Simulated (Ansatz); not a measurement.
A computed series for ZrSi2: response to strain

Start from ZrSi$_{2}$ (space group Cmcm, No. 63; a = 3.704 Å, b = 14.792 Å, c = 3.679 Å).

Strains are applied to the cell and any free atomic positions relax.

Calculations: Ansatz (a quantum-chemistry and plane-wave program), PBE, PAW, cutoff 420 eV, without spin-orbit coupling.

Notes on the quantities. pressure: mean of the normal stresses, compression positive.

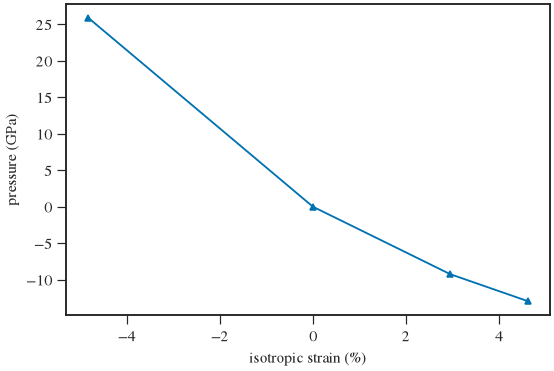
Pressure against isotropic strain

Problem. From the plot, what is the pressure for isotropic strain −4.82 %?

Solution. About 26 GPa.

Problem. Is the trend monotonic over the range shown?

Solution. Yes, it falls throughout, spanning -12.9 GPa to 25.9 GPa.

Stability against distortions was not tested. All final runs are without spin polarisation.
